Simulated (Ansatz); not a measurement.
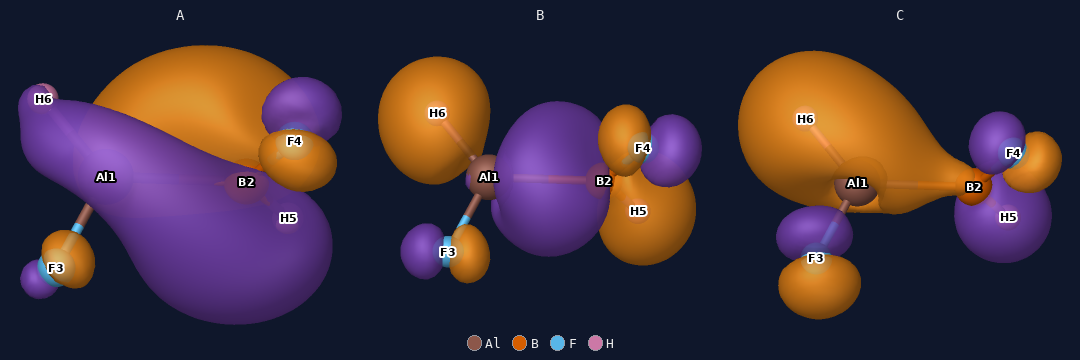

Figure 1: AlBF$_{2}$H$_{2}$. Three frontier orbitals at ±0.08 Å⁻³ᐟ² (orange and purple are the two phases), in no order.

Geometry: PBE0-D3(BJ)/pcseg-1.

Theory: isolated molecule in a Gaussian basis; Kohn-Sham density functional theory, functional PBE0 (Ansatz).

```xyz
6

Al    0.8871   -0.6903   -0.2910
B    -1.2610   -0.6472   -0.1288
F     1.6407    0.7835   -0.5843
F    -1.8359   -0.7286    1.0705
H    -2.0332   -0.5626   -1.0560
H     1.8466   -1.9539   -0.2135
```

Q: Which picture is the HOMO−1, the HOMO and the LUMO?

A: C is the HOMO−1 (−10.06 eV). Its weight (Hirshfeld) is mainly on H6 (about 35 %), Al1 (about 35 %), F3 (about 15 %) and B2 (about 5 %). B is the HOMO (−7.69 eV). By Hirshfeld shares it lies mainly on B2 (about 35 %), Al1 (about 25 %), H6 (about 15 %), H5 (about 10 %) and F4 (about 10 %). A is the LUMO (−2.14 eV). By Hirshfeld shares it lies mainly on B2 (about 50 %), Al1 (about 30 %) and F4 (about 10 %).

Q: What is the HOMO–LUMO gap?

A: 5.55 eV between the orbital energies.
